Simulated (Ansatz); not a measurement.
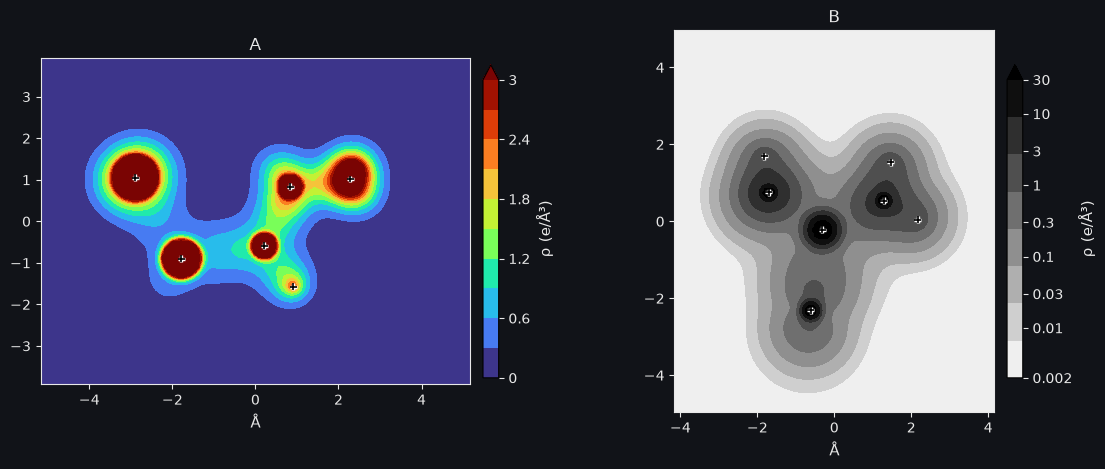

The electron density of 2 systems, each on a plane through atoms (crosses mark nuclei in the plane).

The calculation used RKS BHLYP-D4/def2-SVP in Ansatz 0.2.0.

System 1: CH7BBrNSi (SMILES NCB[SiH2]Br), the plane of atoms B3, Si4 and Br5. 

```yaml
atoms:
  - { symbol: N, position_ang: [-0.3114, 2.2117, 0.8166] }
  - { symbol: C, position_ang: [-0.2507, 1.0423, -0.0475] }
  - { symbol: B, position_ang: [0.2108, -0.3367, 0.5075] }
  - { symbol: Si, position_ang: [0.3097, -1.9875, -0.6476] }
  - { symbol: Br, position_ang: [-0.3297, -1.5319, -2.7545] }
  - { symbol: H, position_ang: [-0.9304, 2.0405, 1.5966] }
  - { symbol: H, position_ang: [0.5957, 2.3977, 1.2207] }
  - { symbol: H, position_ang: [-1.2310, 0.8895, -0.5288] }
  - { symbol: H, position_ang: [0.3761, 1.2668, -0.9265] }
  - { symbol: H, position_ang: [0.5283, -0.4620, 1.6626] }
  - { symbol: H, position_ang: [-0.5795, -3.0617, -0.1467] }
  - { symbol: H, position_ang: [1.6891, -2.5239, -0.7184] }
```

System 2: AlBH5NO (SMILES [BH2][Al]([NH2])[OH]), the plane of atoms Al2, N3 and H8. 

```xyz
9

B    -1.0374    0.8500   -1.4102
Al   -0.0792    0.0278    0.2859
N     1.3792   -0.9704    0.1926
O    -0.7748    0.3662    1.7972
H    -1.9014    0.2739   -2.0166
H    -0.7717    1.9395   -1.8447
H     1.8673   -1.3732    0.9762
H     1.8524   -1.2246   -0.6591
H    -0.5343    0.1107    2.6787
```

> Match each panel to its system.

Panel A is system 1, CH7BBrNSi: the plane holds N, C, B, Si, Br and H. C–N (1.46 Å): ρ at the midpoint is about 1.9 e/Å³. Panel B is system 2, AlBH5NO: the plane holds B, Al, N, O and H. Al–O (1.70 Å): ρ is about 0.82 e/Å³ halfway.
